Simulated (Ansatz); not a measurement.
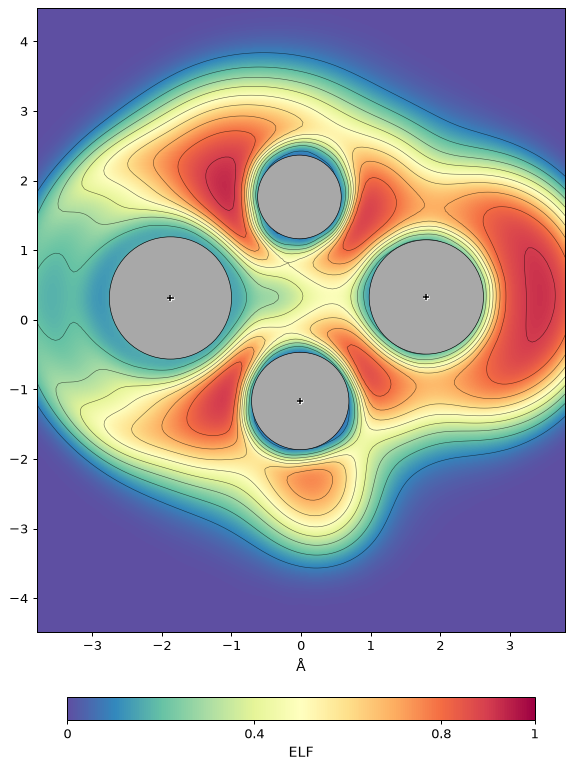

The ELF on a plane through atoms (crosses mark nuclei in the plane; grey discs cover the cores).

Theory: isolated molecule in a Gaussian basis; Kohn-Sham density functional theory, functional PBE0 (Ansatz).

Candidates:
A. CH$_{2}$Cl$_{3}$Ga (SMILES [Cl][GaH][CH](Cl)Cl)
B. GeH$_{2}$Si$_{2}$Zn (SMILES [SiH]1=[Ge]=[SiH][Zn]1)
C. H$_{7}$N$_{2}$OSi (charge +1)

> Which system is this?

Candidate B: GeH$_{2}$Si$_{2}$Zn on the plane of atoms Ge1, Si3 and Zn4, which holds Ge, Si and Zn. Si–Ge (2.35 Å): the ELF peaks at about 0.85 between the atoms (a covalent bond). Zn–Si (2.38 Å): the ELF peaks at about 0.75 in the valence shell of Si, 1.0 Å from its nucleus, and is about 0.60 at the midpoint.
